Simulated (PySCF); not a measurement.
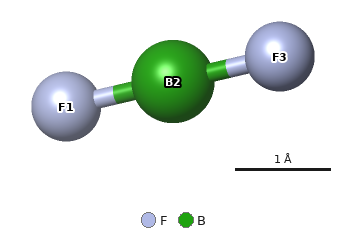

*The structure as given in the input (ball-and-stick view, seen at a tilt; atoms are numbered from 1 in the order of the input).*

## Run report: BF₂ (charge +1), energy and gradient calculation

System: BF₂, charge +1.
Method: PBE0/pcseg-1, RKS (PySCF 2.14.0).

The geometry comes from this level: PBE0-D4/def2-TZVP. Figures and captions count atoms from 1; the log counts them from 0 in places.

What the program printed:
```
PySCF version 2.14.0

[INPUT] num. atoms = 3
[INPUT] num. electrons = 22
[INPUT] charge = 1
[INPUT] spin (= nelec alpha-beta = 2S) = 0
[INPUT] symmetry False subgroup None
[INPUT] Mole.unit = angstrom
[INPUT] Symbol           X                Y                Z      unit          X                Y                Z       unit  Magmom
[INPUT]  1 F      0.329710000000   1.140520000000   0.307700000000 AA    0.623061600530   2.155270439589   0.581468728529 Bohr   0.0
[INPUT]  2 B      0.000000000000   0.000000000000   0.000000000000 AA    0.000000000000   0.000000000000   0.000000000000 Bohr   0.0
[INPUT]  3 F     -0.329720000000  -1.140520000000  -0.307700000000 AA   -0.623080497792  -2.155270439589  -0.581468728529 Bohr   0.0

nuclear repulsion = 56.306969313719
number of shells = 9
number of NR pGTOs = 75
number of NR cGTOs = 42
basis = pcseg-1
ecp = {}

******** <class 'pyscf.dft.rks.RKS'> ********
method = RKS
initial guess = minao
damping factor = 0
level_shift factor = 0
DIIS = <class 'pyscf.scf.diis.CDIIS'>
diis_start_cycle = 1
diis_space = 8
diis_damp = 0
SCF conv_tol = 1e-10
SCF conv_tol_grad = None
SCF max_cycles = 50
direct_scf = True
direct_scf_tol = 1e-13
XC library pyscf.dft.libxc version 7.0.0
    S. Lehtola, C. Steigemann, M. J.T. Oliveira, and M. A.L. Marques.,  SoftwareX 7, 1–5 (2018)
XC functionals = pbe0
radial grids:
    Treutler-Ahlrichs [JCP 102, 346 (1995); DOI:10.1063/1.469408] (M4) radial grids

becke partition: Becke, JCP 88, 2547 (1988); DOI:10.1063/1.454033
pruning grids: <function nwchem_prune>
grids dens level: 5
symmetrized grids: False
atomic radii adjust function: <function treutler_atomic_radii_adjust>
small_rho_cutoff = 0
Set gradient conv threshold to 1e-05
Initial guess from minao.
tot grids = 130920
init E= -224.737935785589
  HOMO = -0.555454542411572  LUMO = -0.0611213805787316  gap/eV = 13.45149
cycle= 1 E= -223.91681796042  delta_E= 0.821  |g|= 0.496  |ddm|= 1.87
  HOMO = -0.809531700545746  LUMO = -0.342393962483431  gap/eV = 12.71147
cycle= 2 E= -223.888403256947  delta_E= 0.0284  |g|= 0.707  |ddm|= 0.849
  HOMO = -0.861809193713026  LUMO = -0.327305991032529  gap/eV = 14.54457
cycle= 3 E= -223.970894786081  delta_E= -0.0825  |g|= 0.0826  |ddm|= 0.417
  HOMO = -0.842443383363521  LUMO = -0.312741797742198  gap/eV = 14.41391
cycle= 4 E= -223.971914095778  delta_E= -0.00102  |g|= 0.00265  |ddm|= 0.0446
  HOMO = -0.841847378256876  LUMO = -0.312231143417737  gap/eV = 14.41159
cycle= 5 E= -223.971915469187  delta_E= -1.37e-06  |g|= 0.000124  |ddm|= 0.00192
  HOMO = -0.841849304617333  LUMO = -0.312240417493269  gap/eV = 14.41139
cycle= 6 E= -223.971915475829  delta_E= -6.64e-09  |g|= 3.74e-05  |ddm|= 0.000189
  HOMO = -0.841850744986475  LUMO = -0.31223885316957  gap/eV = 14.41147
cycle= 7 E= -223.971915476119  delta_E= -2.9e-10  |g|= 2.89e-06  |ddm|= 3.64e-05
  HOMO = -0.84185074321334  LUMO = -0.312238933892864  gap/eV = 14.41147
cycle= 8 E= -223.971915476118  delta_E= 9.09e-13  |g|= 3.62e-06  |ddm|= 3.4e-06
  HOMO = -0.841850747494838  LUMO = -0.312238944409474  gap/eV = 14.41147
Extra cycle  E= -223.971915476115  delta_E= 3.07e-12  |g|= 6e-06  |ddm|= 4.74e-06
converged SCF energy = -223.971915476115
E = -223.9719154761 Eh

******** <class 'pyscf.grad.rks.Gradients'> for <class 'pyscf.dft.rks.RKS'> ********
unit = Eh/Bohr
grid_response = False
--------------- RKS gradients ---------------
         x                y                z
0 F    -0.0005454518    -0.0018900576    -0.0005136083
1 B     0.0000012056     0.0000020459     0.0000005520
2 F     0.0005442448     0.0018880117     0.0005130571
----------------------------------------------

WARN: System has nonzero charge 1; the dipole moment is origin-dependent.
Location of origin: [0. 0. 0.]

Dipole moment(X, Y, Z, Debye):  0.00001,  0.00002,  0.00001
 ** Mulliken pop  **
pop of  0 F 1s            1.99569
pop of  0 F 2s            0.97805
pop of  0 F 3s            0.88870
pop of  0 F 2px           1.16679
pop of  0 F 2py           1.09193
pop of  0 F 2pz           1.16767
pop of  0 F 3px           0.60977
pop of  0 F 3py           0.42045
pop of  0 F 3pz           0.61200
pop of  0 F 3dxy          0.00453
pop of  0 F 3dyz          0.00450
pop of  0 F 3dz^2         0.00183
pop of  0 F 3dxz          0.00067
pop of  0 F 3dx2-y2       0.00426
pop of  1 B 1s            1.99497
pop of  1 B 2s            0.58282
pop of  1 B 3s           -0.00762
pop of  1 B 2px           0.34754
pop of  1 B 2py           0.64127
pop of  1 B 2pz           0.34409
pop of  1 B 3px           0.01536
pop of  1 B 3py           0.00067
pop of  1 B 3pz           0.01553
pop of  1 B 3dxy          0.04818
pop of  1 B 3dyz          0.04768
pop of  1 B 3dz^2         0.02046
pop of  1 B 3dxz          0.00694
pop of  1 B 3dx2-y2       0.04847
pop of  2 F 1s            1.99569
pop of  2 F 2s            0.97805
pop of  2 F 3s            0.88870
pop of  2 F 2px           1.16679
pop of  2 F 2py           1.09193
pop of  2 F 2pz           1.16767
pop of  2 F 3px           0.60977
pop of  2 F 3py           0.42045
pop of  2 F 3pz           0.61200
pop of  2 F 3dxy          0.00453
pop of  2 F 3dyz          0.00450
pop of  2 F 3dz^2         0.00183
pop of  2 F 3dxz          0.00067
pop of  2 F 3dx2-y2       0.00426
 ** Mulliken atomic charges  **
charge of    0F =      0.05318
charge of    1B =      0.89365
charge of    2F =      0.05317
```

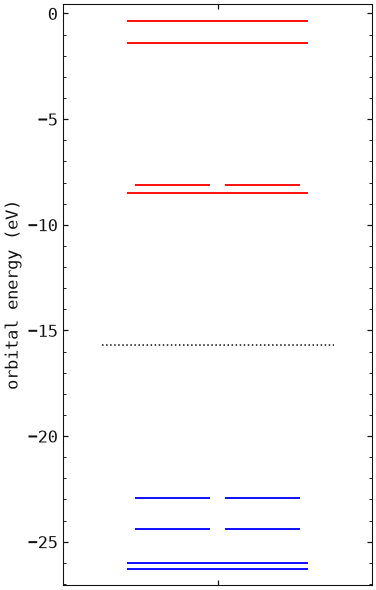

*Orbital energies near the frontier; the dotted line parts filled from empty levels, and levels within 0.02 eV of each other stand side by side.*

Highest filled −22.91 eV, lowest empty −8.50 eV, 14.41 eV apart.

The run was set up as follows.

Input (input.py):
```python
from pyscf import gto, dft

system = gto.M(
    atom='F 0.329710 1.140520 0.307700; B 0.000000 -0.000000 0.000000; F -0.329720 -1.140520 -0.307700',
    basis='pcseg-1',
    charge=1,
    max_memory=1860,
    verbose=4,
)

ks = dft.RKS(system, xc='pbe0')
ks.grids.level = 5
ks.conv_tol = 1e-10
ks.kernel()
if not ks.converged:
    ks = ks.newton().run(ks.mo_coeff, ks.mo_occ)

e_final = ks.e_tot
print('E = %.10f Eh' % e_final)
grad = ks.nuc_grad_method().kernel()
dip = ks.dip_moment()
pop, q = ks.mulliken_pop()
```

Run as:
```bash
OMP_NUM_THREADS=1 python input.py
```

Summary:

```json
{"quantity": "outcome", "value": "converged"}
{"quantity": "total energy", "value": "−223.971915 hartree"}
{"quantity": "basis functions", "value": "42"}
{"quantity": "largest force", "value": "0.105 eV/Å"}
{"quantity": "HOMO", "value": "−22.91 eV"}
{"quantity": "LUMO", "value": "−8.50 eV"}
{"quantity": "hardware", "value": "1 thread of Arm Neoverse V1, 24 GiB of memory available, shared host"}
{"quantity": "wall time", "value": "4.5 s"}
{"quantity": "peak memory", "value": "0.45 GiB"}
```

Further notes kept with the run: dipole of an ion depends on the origin.
